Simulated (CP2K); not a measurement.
Band structure of GaSb (F-43m, 2 atoms in the cell).

```yaml
crystal:
  lattice:
    - [4.32144, 0.00000, 0.00000]
    - [2.16072, 3.74247, 0.00000]
    - [2.16072, 1.24749, 3.52844]
  atoms:
    - { symbol: Ga, position: [0.00000, 0.00000, 0.00000] }
    - { symbol: Sb, position: [0.75000, 0.75000, 0.75000] }
```

Method of the run: PBE, GPW, DZVP-MOLOPT-SR-GTH basis, GTH-PBE potentials (GTH_POTENTIALS) in CP2K.

Settings: CUTOFF = 600 Ry; REL_CUTOFF = 40 Ry; SMEAR/METHOD = GAUSSIAN; SIGMA = 0.1 eV; KPOINTS/SCHEME = MONKHORST-PACK 9 9 9; XC_FUNCTIONAL = PBE; Ga/BASIS_SET = DZVP-MOLOPT-SR-GTH-q13; Ga/POTENTIAL = GTH-PBE-q13; Sb/BASIS_SET = DZVP-MOLOPT-SR-GTH-q5; Sb/POTENTIAL = GTH-PBE-q5; METHOD = GPW; EPS_DEFAULT = 1e-10; EXTRAPOLATION = USE_GUESS; NGRIDS = 5.

The starting cell comes from a database of computed structures (which also holds hypothetical and non-ambient phases and stackings), without a prior relaxation at this level. Its lattice was rescaled by a random factor within 2.5 % of one. Spin-orbit coupling is off. Values carry the incompleteness of an atom-centred basis. The run gives no clean gap (levels at the Fermi energy touch, overlap or are partly filled at this smearing), which alone does not show that the compound is a metal.

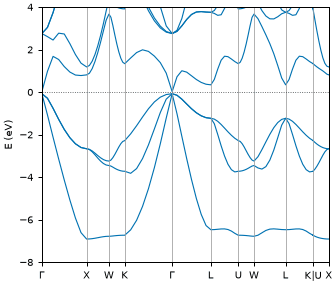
Fig. 1. Bands along the path, energies from the Fermi level.

Levels in eV from the Fermi level, bands 6 to 11:
| point | 6 | 7 | 8 | 9 | 10 | 11 |
|---|---|---|---|---|---|---|
| Γ | -11.53 | -0.08 | -0.08 | -0.08 | 0.02 | 2.75 |
| X | -9.08 | -6.92 | -2.67 | -2.67 | 0.81 | 1.18 |
| W | -9.04 | -6.78 | -3.46 | -3.25 | 3.67 | 4.38 |
| K | -9.15 | -6.74 | -3.73 | -2.28 | 1.33 | 3.91 |
| L | -9.91 | -6.48 | -1.24 | -1.24 | 0.34 | 3.75 |
| U | -9.15 | -6.74 | -3.73 | -2.28 | 1.33 | 3.91 |

No band crosses the Fermi level by more than 0.03 eV along this path.

Higher empty bands are left out: an atom-centred basis made for the valence describes them poorly.
